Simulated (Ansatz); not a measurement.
Nb3Ir (A15, Cr3Si type)

```
Nb3Ir
1.0
   10.16091     0.00000     0.00000
    5.08046     5.08046     0.00000
    5.08046     0.00000     5.08046
Nb Ir
12 4
Direct
  0.12500   0.25000   0.00000
  0.62500   0.25000   0.00000
  0.87500   0.75000   0.00000
  0.37500   0.75000   0.00000
  0.87500   0.00000   0.50000
  0.37500   0.00000   0.50000
  0.12500   0.00000   0.50000
  0.62500   0.00000   0.50000
  0.62500   0.50000   0.25000
  0.12500   0.50000   0.25000
  0.37500   0.50000   0.75000
  0.87500   0.50000   0.75000
  0.75000   0.50000   0.50000
  0.25000   0.50000   0.50000
  0.00000   0.00000   0.00000
  0.50000   0.00000   0.00000
```

The atoms are displaced by Q × the pattern below (from a DFPT mode at R = (0.5, 0.5, 0.5), largest move 1; Q in Å), at fixed cell. It is one choice among 4 degenerate patterns. (q is in reciprocal vectors of the primitive cell; the cell shown is doubled to hold the pattern.)

```
atom       x       y       z
----  ------  ------  ------
Nb1    0.352   0.000  -0.173
Nb2   -0.352   0.000   0.173
Nb3   -0.352   0.000  -0.173
Nb4    0.352   0.000   0.173
Nb5    0.000   0.112  -0.994
Nb6    0.000  -0.112   0.994
Nb7    0.000   0.112   0.994
Nb8    0.000  -0.112  -0.994
Nb9    0.061   0.642   0.000
Nb10  -0.061  -0.642   0.000
Nb11   0.061  -0.642   0.000
Nb12  -0.061   0.642   0.000
```

Atoms not listed stay in place.

Calculation: LDA (plane waves to 420 eV, PAW, scalar-relativistic; Ansatz, a program for electronic structure). k mesh 9×9×9 (Γ-centred), Fermi-Dirac smearing 0.05 eV. E stands for the smeared free energy. With partly filled bands, energies and forces of such displacements shift with the k mesh and the smearing. Nb3Ir is run without spin polarisation. Nb3Ir was relaxed with its symmetry unable to fall. Spin-orbit coupling is left out, though Ir is heavy. The zero of ΔE is the undisplaced structure.

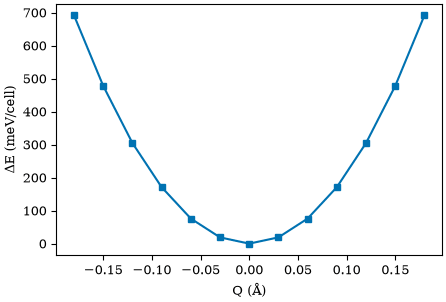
ΔE (meV/cell) against Q (Å); markers are the computed points, lines only join them.

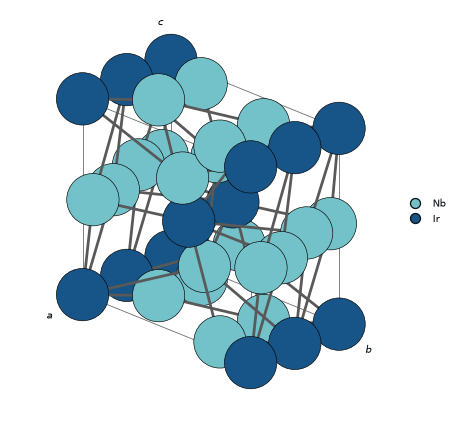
Figure: The cell of the calculation at Q = 0.180 Å.

The energy at Q = 0.180 Å is 692 meV/cell. Symmetry of the curve: even: the same for both signs. Shape of the curve: a single well with its minimum at or next to zero displacement. Space group of the distorted cell: F222 (No. 22), lowered from Pm-3n. Harmonic wavenumber from the curvature (finite differences): 140 cm⁻¹.

E″ = 42.18 eV/Å², M = Σ mᵢ|uᵢ|² = 583.2 u, ν̃ = 521.5·√(|E″|/M).

(A displaced cell: forces are minus the slopes of the energy, force constants its curvatures, and phonons follow from these.)
